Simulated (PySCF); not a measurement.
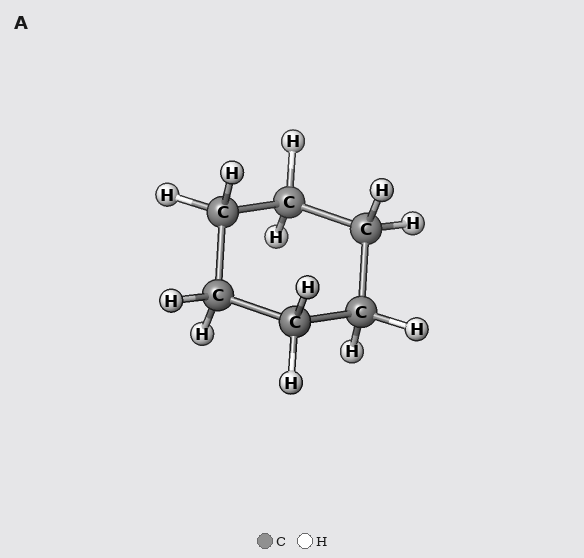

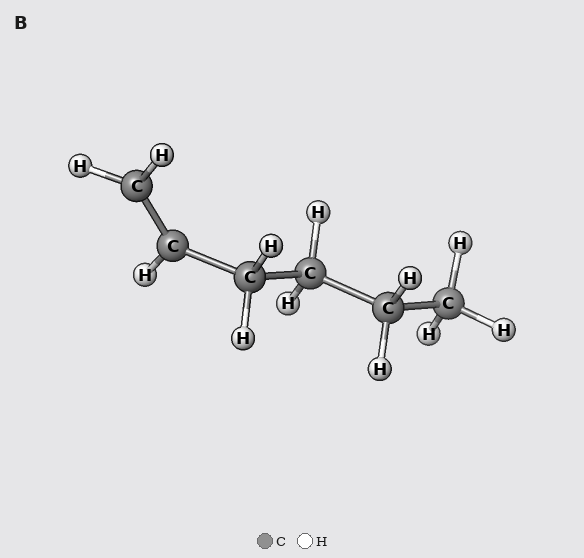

2 stationary structures of one formula. Geometries: PBE0-D3(BJ)/def2-SVP. Electronic energies: PBE0-D3(BJ)/def2-SVP (PySCF 2.14.0), without zero-point energy. No frequency run is at hand to confirm each as a minimum. Each is one conformer, not always the lowest.

### Which is lowest in energy, and by how much?

A is lowest; B lies 27.5 kcal/mol above it. A is `C1CCCCC1`, B is `C=CCCCC`.
